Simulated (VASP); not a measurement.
Band structure of CuCl (zinc blende). Calculation: revPBE GGA, VASP's PBE PAW potentials (set 64) (plane waves; VASP).

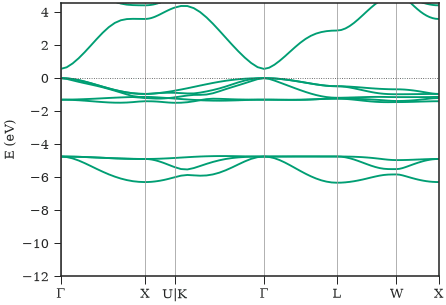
Fig. 1. Bands along high-symmetry lines, zero at the valence-band maximum or, without a gap, the Fermi level

Read the plot: is there a gap, and where are the band edges?

The gap is direct, 0.56 eV, from the valence maximum at Γ to the conduction minimum at Γ. (Edges off the drawn lines would not show.)

Measured: gap 3.39 eV at 2 K (computed value off by -2.83 eV), as given by arXiv:1206.3780.

The compound is CuCl in the zinc blende structure. It was relaxed first, which changed the volume by +6 %.
